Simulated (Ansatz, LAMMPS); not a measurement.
# Localised basis functions on amorphous polyisobutylene (as short chains C22H46) at 500 K (136 atoms), part 3 of 3

Wanted: errors and times of a linear-scaling basis for amorphous polyisobutylene (as short chains C22H46) at 500 K (136 atoms). A setting counts as converged where the r.m.s. difference of forces stays under 1 % of the r.m.s. force.

Ansatz 0.2.0; Kohn-Sham DFT, PBE+D4, PAW (set soft_2), plane waves.

The cell: 44 C and 92 H. The network of contacts between molecules at the start is that of the classical potential that made the cell. The density was typed from a rule of thumb and may lie off the real one at this temperature. Only the Γ point is sampled, in a cell whose shortest periodic width is 11 Å.

So far. Step 12 (Support functions medium, radius 4.97 Å): Forces differ from the reference by 5.9 meV/Å r.m.s., 0.54 % of their size, within a tolerance of 1 %; the energy by -3.4 meV/atom. It took 2.3 min and 11 cycles; the reference's time can't be set against it, since the two runs asked for unlike analyses. Step 13 (A changed input): The fault in the input: too few SCF iterations (scf.max_iter = 2). The fix is to allow more cycles.

## (14) What each setting buys

Each row is set against the plane-wave reference (Kohn-Sham DFT, PBE+D4, PAW (set soft_2), plane waves; r.m.s. force component 1.09 eV/Å). Energies are set beside the reference only for runs with its functional, potentials and electron count. Times are for 4 threads of Arm Neoverse V2, shared host. The reference's time includes the DOS, the stress and grids, which some other runs skip.

```tsv
run	Δ force, r.m.s. (meV/Å)	share of r.m.s. force (%)	Δ energy (meV/atom)	Δ gap (eV)	cycles	time	host memory (GiB)
reference	-	-	-	-	9	13 s	1.3
support functions medium	5.96	0.549	-3.43	-6.0e-4	11	43 s	2.4
support functions low	6.09	0.560	-3.43	-3.0e-4	10	39 s	2.3
support functions high	5.8	0.534	-3.47	1.0e-4	14	2.5 min	5.4
support functions medium, radius 3.22 Å	5.99	0.551	-3.43	-7.0e-4	11	41 s	2.3
support functions medium, radius 3.48 Å	5.93	0.545	-3.43	-4.0e-4	11	47 s	2.5
support functions medium, radius 3.71 Å	5.91	0.544	-3.43	-3.0e-4	11	55 s	2.8
support functions medium, radius 3.98 Å	5.89	0.542	-3.43	-3.0e-4	11	66 s	3.2
support functions medium, radius 4.48 Å	5.88	0.541	-3.43	-2.0e-4	11	95 s	3.9
support functions medium, radius 4.97 Å	5.87	0.540	-3.43	-2.0e-4	11	2.3 min	4.9
```

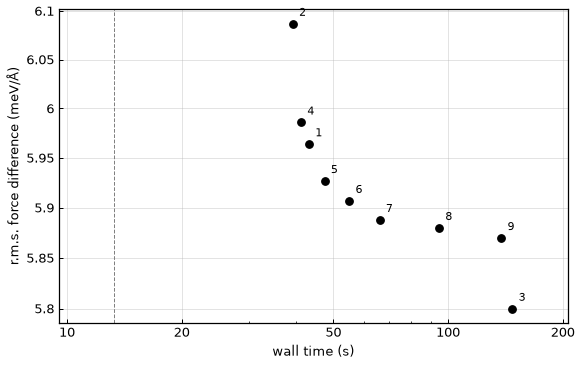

Force difference from the reference against wall time; the dashed line marks the reference's time. Points: 1 support functions medium; 2 support functions low; 3 support functions high; 4 support functions medium, radius 3.22 Å; 5 support functions medium, radius 3.48 Å; 6 support functions medium, radius 3.71 Å; 7 support functions medium, radius 3.98 Å; 8 support functions medium, radius 4.48 Å; 9 support functions medium, radius 4.97 Å.

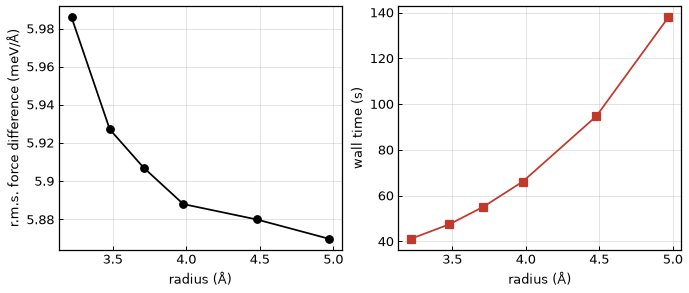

Force difference and time against the radius.

## (15) The reference in detail

The comparisons rest on this run, so its electronic structure is set out here.

Length of the force by element:

```tsv
element	coordination	atoms	mean length of the force (eV/Å)	spread	least	most
C	all	44	2.18	1.01	0.235	4.34
H	all	92	1.35	0.817	0.352	4.98
```

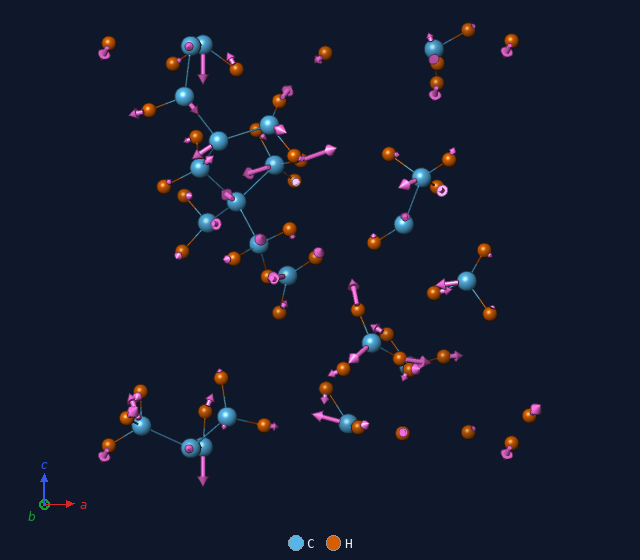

Forces as arrows; the longest in the cell is 4.98 eV/Å. Drawn is a slice 4 Å thick, seen along the normal of the ac plane. Bonds to atoms that aren't drawn are left out.

Löwdin charges by element (they lack the spilled electrons, 0.022 e an atom on average):

```tsv
element	coordination	atoms	mean charge (e)	spread	least	most
C	all	44	-0.298	0.222	-0.507	0.0948
H	all	92	0.174	0.0179	0.124	0.210
```

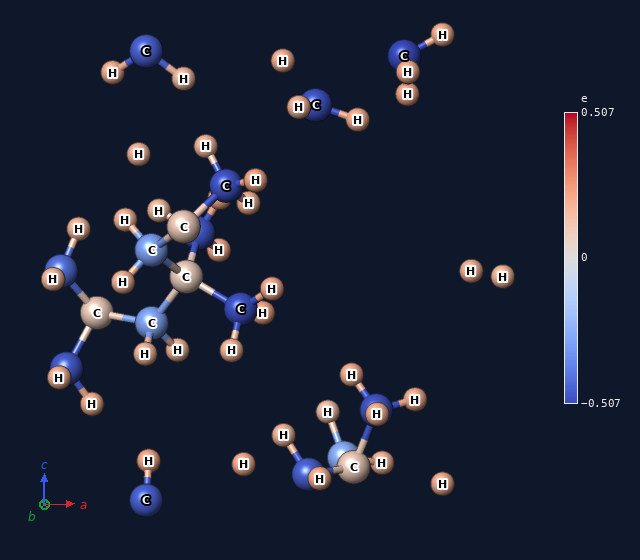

Atoms coloured by Löwdin charge. Drawn is a slice 4 Å thick, seen along the normal of the ac plane. Bonds to atoms that aren't drawn are left out.

States in the cell by windows of 1 eV, zero at the Fermi level; the larger projections on atomic orbitals stand beside the total:

```tsv
from (eV)	to (eV)	total	C p	H s	C s
-10	-9	11.3	5.7	2.9	2.6
-9	-8	7.7	4.8	2.1	0.7
-8	-7	31.3	22.2	7.9	0.7
-7	-6	26.6	18.2	7.6	0.5
-6	-5	35.0	22.7	11.6	0.4
-5	-4	44.6	29.1	14.8	0.5
-4	-3	31.3	22.1	8.5	0.6
-3	-2	6.3	4.8	1.3	0.1
-2	2	0.0	0.0	0.0	0.0
2	3	2.0	0.1	0.8	0.5
3	4	14.3	1.7	5.0	1.9
4	5	27.9	4.7	9.2	2.9
```

Between -18 and -10 eV lie 74 more states.

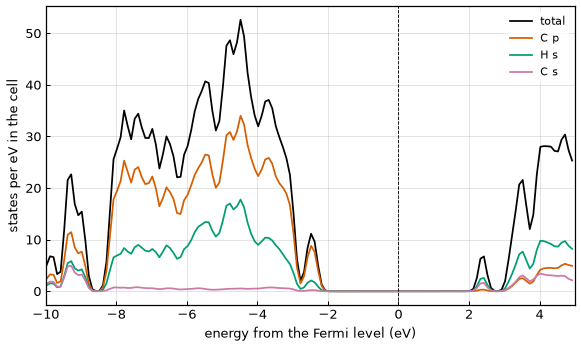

Total and projected density of states, with the broadening of the input.

The levels nearest the highest filled one (over half full), pooled over k-points and spins:

```tsv
level less the highest filled one (eV)	occupation
-0.829	2
-0.779	2
-0.675	2
-0.615	2
-0.159	2
0	2
4.76	0
5.58	0
5.76	0
5.82	0
5.93	0
5.99	0
```

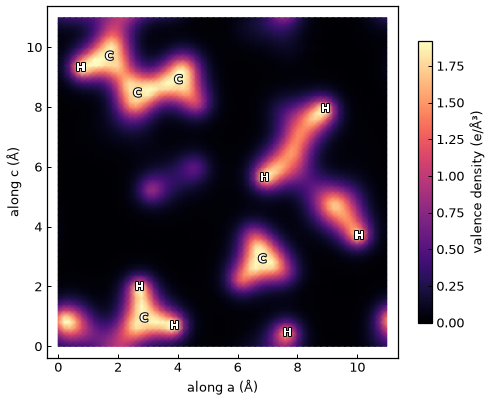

Valence density in the ac plane at fractional y = 0.139, with atoms of C and H within 0.2 Å of it. It is the smooth field of the valence electrons, not physical close to the nuclei.

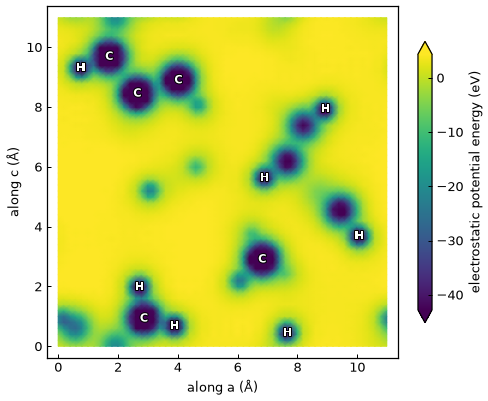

Electrostatic potential energy in the ac plane at fractional y = 0.139, with atoms of C and H within 0.2 Å of it. With pseudopotentials it is smooth inside the atoms' cores, unlike the true potential.

Mean Löwdin charges: C -0.30, H +0.17 e (they miss 1.1 % of the electrons, so they add up to more than the cell's charge). The largest share in the top eV of filled states is C p (74 % of the projected weight), and in the lowest eV of empty states H s (59 % of the projected weight).

## (16) Structure statistics

These statistics describe the geometry on which the runs were made.

Density 0.778 g/cm³, 9.749 Å³ an atom.

Pair distribution functions g(r), in bins of 0.2 Å:

```tsv
r (Å)	total	H-H	H-C	C-C
0.90	0.06	0.00	0.14	0.00
1.10	4.36	0.00	9.95	0.00
1.30	0.00	0.00	0.00	0.00
1.50	1.16	0.46	0.00	9.07
1.70	1.03	2.09	0.00	0.62
1.90	0.52	1.07	0.07	0.00
2.10	1.17	0.77	1.87	0.00
2.30	1.11	1.02	1.31	0.60
2.50	1.33	1.02	1.09	3.70
2.70	1.44	0.96	1.87	1.67
2.90	1.10	0.84	1.59	0.19
3.10	0.76	0.75	0.77	0.78
3.30	0.92	0.92	0.86	1.16
3.50	1.21	1.31	1.21	0.81
3.70	0.93	1.43	0.55	0.28
3.90	0.98	1.27	0.74	0.67
4.10	0.83	0.88	0.88	0.39
4.30	0.99	1.04	1.04	0.58
4.50	0.89	0.85	0.94	0.91
4.70	0.96	0.90	1.00	0.99
4.90	0.96	0.98	1.00	0.66
5.10	0.96	1.05	0.89	0.84
5.30	0.97	0.93	1.08	0.73
```

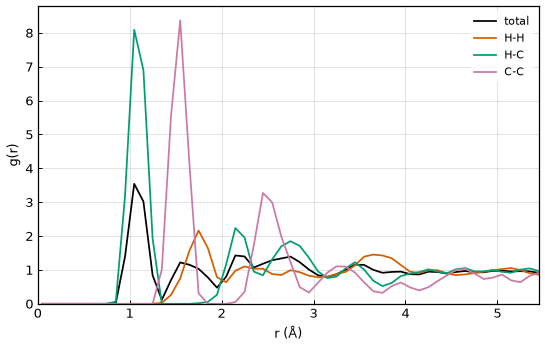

Pair distribution functions, lightly smoothed.

Bonds by pair of elements; cutoffs follow the first minimum of g(r), held within bounds set by covalent radii, and pairs that aren't listed don't count as bonded:

```tsv
pair A-B	cutoff (Å)	bonds	mean length (Å)	spread (Å)	shortest (Å)	B about A	A about B
H-C	1.34	92	1.09	0.042	0.984	1	2.09
C-C	1.85	42	1.54	0.042	1.44	1.91	1.91
```

How many atoms have how many bonded neighbours:

```tsv
element	mean	1	4
C	4	0	44
H	1	92	0
```

By these cutoffs all C atoms have 4 and all H atoms have 1 bonded neighbour.

A closer look about H47, which bears the longest force: 8 atoms, nearest first, numbered in the order of the input, with positions taken from that point.

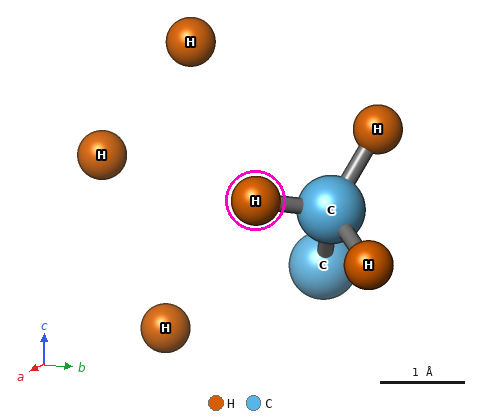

The atoms of the table, within 2.2 Å (arrows a, b, c point along x, y, z); some may hide others; the central atom is ringed.

```tsv
atom	x	y	z	distance (Å)	bonds	Löwdin charge (e)	Fx	Fy	Fz (eV/Å)
H47	0.00	0.00	0.00	0.00	1	0.21	3.09	-3.62	1.49
C13	-0.67	0.70	-0.18	0.98	4	-0.48	-2.62	3.13	-1.16
H49	-0.07	1.44	-0.68	1.59	1	0.18	0.17	0.82	-0.17
H48	-1.14	1.11	0.74	1.75	1	0.16	0.61	-0.08	-0.60
C11	-1.75	0.15	-1.13	2.09	4	0.09	-1.03	2.10	0.70
H55	-0.67	-1.13	1.72	2.16	1	0.18	1.20	1.89	1.18
H57	-0.33	-2.14	0.31	2.19	1	0.17	0.57	0.29	-0.25
H46	-0.40	-1.34	-1.76	2.25	1	0.16	0.20	0.09	-0.54
```

The column of bonds counts only the pairs H-C within 1.34 Å, C-C within 1.85 Å; other neighbours, such as metal atoms beside each other in a compound, aren't counted, and periodic images can show an atom twice.

## (17) Outcome

```yaml
free_energy_per_atom: -92.0618 eV/atom
pressure: 2.653 GPa
r_m_s_force_component: 1.087 eV/Å
spacing_of_highest_filled_and_lowest_empty_level: 4.764 eV
wall_time_of_the_11_dft_runs: 12 min
```

**Reading.** Against plane waves at 420 eV, the forces differ by 6.0 meV/Å (0.55 %) with support functions medium. At 136 atoms the fastest of the runs at a preset level, support functions low, takes roughly 2.9 times the time of plane waves (whose run also made extra analyses, so the like-for-like ratio is larger), in 10 SCF cycles against 9. Differences between support functions and plane waves include what basis error the plane-wave run still has. The force difference hardly changes among these support-function runs, which points to the basis of the plane-wave reference as its main source. As the radius goes from 3.22 to 4.97 Å, the force difference goes from 6.0 to 5.9 meV/Å, and the time from 41 s to 2.3 min.

The highest filled and lowest empty levels differ by 4.76 eV (at Γ alone); a semilocal functional tends to put such gaps too low. In a disordered cell it changes from sample to sample, and tail or defect levels can set it. Counting bonds as in the table, all C atoms have 4 and all H atoms have 1 bonded neighbour.

**Limits.** The force components of 1.1 eV/Å r.m.s. hold both thermal displacement and the mismatch between the potential that made the cell and DFT, above all in bond lengths inside molecules. The pressure of 2.7 GPa is that of one thermal frame, in which the classical model's bond lengths enter as well as the volume, without the kinetic term and with the strain of bonds inside molecules.

[Logs are printed without paths, hosts, clocks, repeated set-up lines and the standing remarks that a program may print on its own settings, such as how far it seeks lower states.]

[Hosts, paths, dates, database ids (printed as entryN), source tags and the programs' standing remarks are cut or masked in the printed files.]
